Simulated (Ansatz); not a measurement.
## Electronic structure of CH8AlFN2 in real space

Input file:

```
crystal:
  periodic: [false, false, false]
  atoms:
    - {symbol: C, position_ang: [-0.444050, -0.183955, 1.276958]}
    - {symbol: Al, position_ang: [0.620596, -1.829343, 1.199923]}
    - {symbol: F, position_ang: [1.803353, -2.072847, 2.395300]}
    - {symbol: "N", position_ang: [1.020896, -2.566161, -0.401823]}
    - {symbol: "N", position_ang: [-0.622903, -3.276278, 1.973265]}
    - {symbol: H, position_ang: [-1.304343, -0.197602, 0.584924]}
    - {symbol: H, position_ang: [-0.841400, 0.007613, 2.288886]}
    - {symbol: H, position_ang: [0.160821, 0.698396, 1.007717]}
    - {symbol: H, position_ang: [1.868301, -3.110381, -0.532340]}
    - {symbol: H, position_ang: [0.819005, -2.087235, -1.273464]}
    - {symbol: H, position_ang: [-1.569221, -2.977878, 2.206564]}
    - {symbol: H, position_ang: [-0.676633, -4.009413, 1.264601]}
    - {symbol: H, position_ang: [-0.187534, -3.663210, 2.811454]}
basis:
  gaussian:
    orbitals: def2-SVPD
hamiltonian:
  xc: pbe0
output: {forces: true, orbitals: {seedname: orbitals}}
```

Command:

```sh
ansatz run input.yaml --threads 2 --pin off --max-ram 4350MiB --events-out events.jsonl --progress --plain --runs-dir runs
```

Geometry: PBE0-D3(BJ)/def2-SVP.

Theory: isolated molecule in a Gaussian basis; Kohn-Sham density functional theory, functional PBE0 in Ansatz.

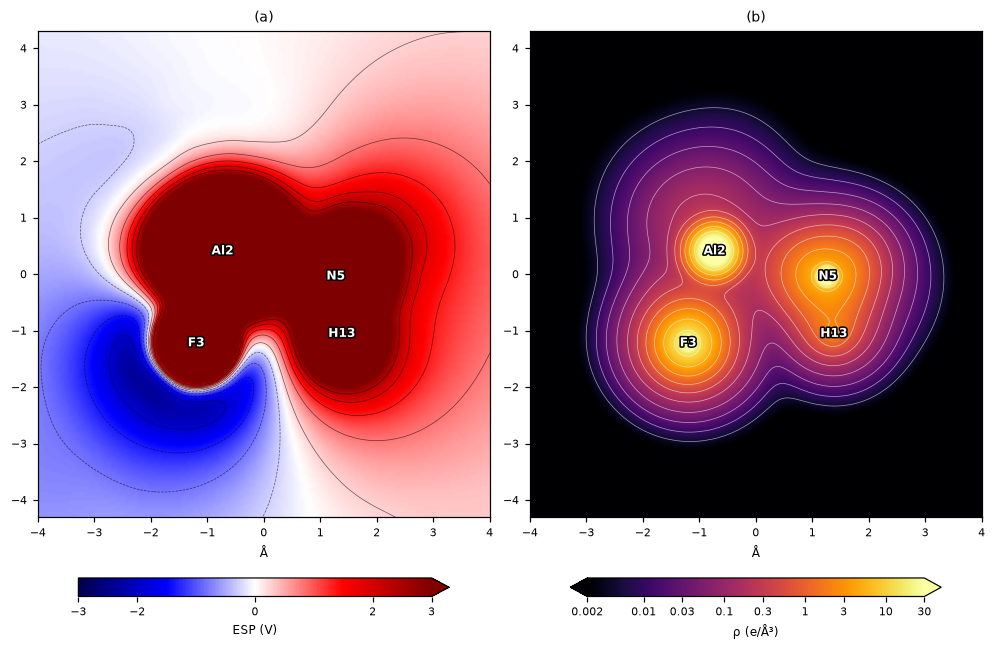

Figure 1. (a) electrostatic potential; (b) electron density on the plane of atoms Al2, N5 and H13.

### Read the bonding off the picture.

Atoms in the plane: Al, F, N and H. Al–F (1.70 Å): ρ at the midpoint is about 0.73 e/Å³. N–H (1.02 Å): ρ at the midpoint is about 2.8 e/Å³. Al–N (2.06 Å): ρ is about 0.48 e/Å³ halfway. Outside the dense part of the molecule the potential is most negative (−2.3 V) near F3.

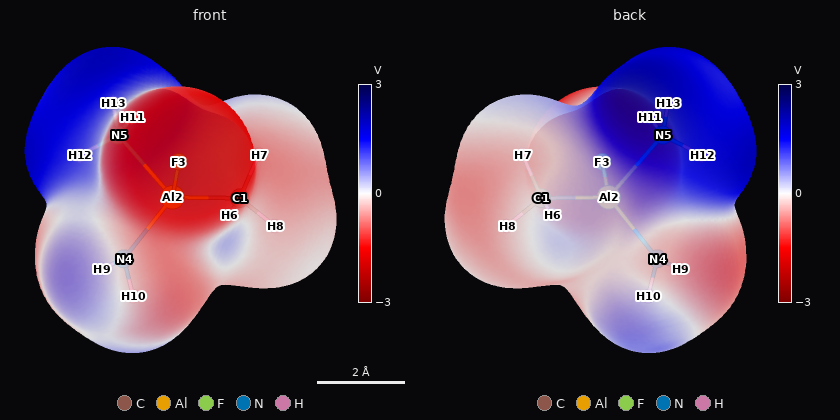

Figure 2. The molecular electrostatic potential painted on the density surface at 0.001 e/bohr³, seen from the front and from behind; red is negative and blue positive.

### Which sites attract a positive test charge, and which a negative one?

A positive charge is drawn to the negative regions and a negative charge to the positive ones. The most negative region (about −1.8 V) lies over F3, the most positive (about +2.2 V) over H11.

### How polar is the molecule by this calculation?

Its dipole moment is 4.58 D.

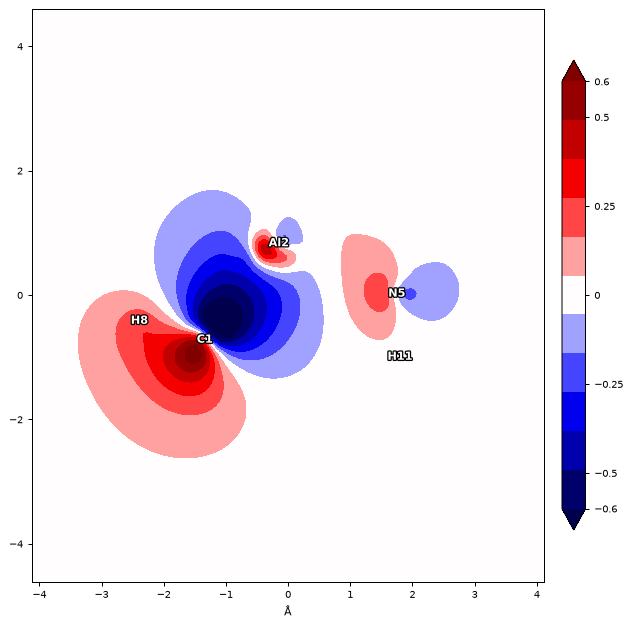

Figure 3. The HOMO−1 on the plane of atoms C1, Al2 and N5 (values in Å⁻³ᐟ²; the overall sign is arbitrary).

### Describe this orbital and give its energy.

It lies mainly on C1 (about 50 %), Al2 (about 20 %) and N4 (about 10 %). Its energy is −7.77 eV.
